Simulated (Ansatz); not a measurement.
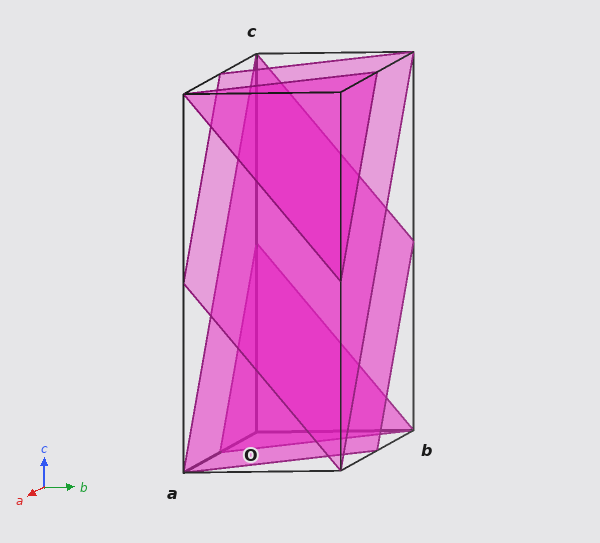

Every member of one family of equally spaced planes, hx + ky + lz = a whole number, that cuts the unit cell is shaded (one member passes through the origin O, touching the cell only at an edge or corner). Crystal: Ga3AsN2, the input geometry of an electronic-structure calculation (not necessarily at equilibrium); the starting structure was generated, so it need not be a known form of this composition. The drawing is computed from the coordinates (standard cell, symmetry found to 0.002 Å).

a = 3.435 Å, b = 3.435 Å, c = 8.639 Å, α = 90.00°, β = 90.00°, γ = 120.00°.

> Which (hkl) family is drawn?

(2 1 2), in four indices (2 1 −3 2); the opposite sign names the same planes. The member next to the origin meets the axes a at 1/2, b at 1, c at 1/2.

> What is the spacing?

d = 1.088 Å.
